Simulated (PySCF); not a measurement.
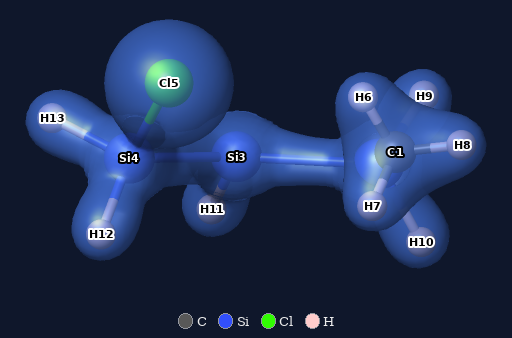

CH₈ClSi₃ (doublet). Isosurface of the total electron density at 0.5 e/Å³ (blue), seen from one side.

Geometry: GFN2-xTB.

Computed with UKS B3LYP, pcH-1 on C Cl H Si, non-relativistic, mean-field spin-orbit, GIAO (PySCF 2.14.0, density-fitted response routines).

Input

```
{"job": {"kind": "epr", "basis": "pcH-1"}, "charge": 0, "multiplicity": 2}
C     -1.887248    -0.620547     0.268422
Si    -1.171702     0.270343    -1.248900
Si     1.102435     0.535006    -0.943087
Si     2.299693     0.157563     0.974392
Cl     1.529713    -1.576979     1.763724
H     -1.324631    -1.520887     0.494615
H     -1.860150     0.010948     1.152040
H     -2.920611    -0.911638     0.105908
H     -1.448633    -0.557342    -2.437527
H     -1.950568     1.508336    -1.437077
H      1.617949     1.772545    -1.570505
H      2.292100     1.070426     2.128506
H      3.717266    -0.137287     0.731761
```

Command:

```sh
OMP_NUM_THREADS=1 python probes_run.py task.json out
```

Which contacts does the surface bridge?

Answer. At this value the surface is in one piece. It bridges the sampled C–Si (1.90 Å), Si–Cl (2.06 Å), Si–Si (2.29 Å) and C–H (1.09 Å) contacts, where the density stays above the isovalue. On the grid the lowest density along these lines, outside the cores, is 0.78 e/Å³ (C–Si, 1.90 Å), 0.64 e/Å³ (Si–Cl, 2.06 Å), 0.66 e/Å³ (Si–Si, 2.29 Å) and 1.9 e/Å³ (C–H, 1.09 Å).
